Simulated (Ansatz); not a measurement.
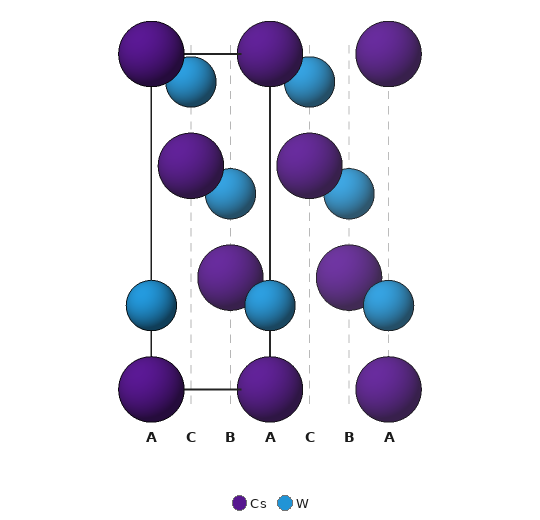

Projection along an edge of the hexagonal mesh, stacking direction [111] upwards. The dashed lines mark the three columns A (0, 0), B (1/3, 2/3) and C (2/3, 1/3). The box is the hexagonal cell of the face-centred cubic lattice. The sequence starts with the first layer at or above the cell's origin.

The compound is CsW, taken as the end point of a relaxation with DFT PBE, scalar-relativistic, plane waves, PAW in Ansatz; the starting structure was generated, so it need not be a known form of this composition.

> List the layers of one repeat.

Cs(A) – W(A) – Cs(B) – W(B) – Cs(C) – W(C) (six layers in 10.93 Å).

Heights of the layers:

```tsv
layer	atoms (column)	height (Å)	to next (Å)
1	Cs(A)	0.00	2.73
2	W(A)	2.73	0.91
3	Cs(B)	3.64	2.73
4	W(B)	6.37	0.91
5	Cs(C)	7.29	2.73
6	W(C)	10.02	0.91
```
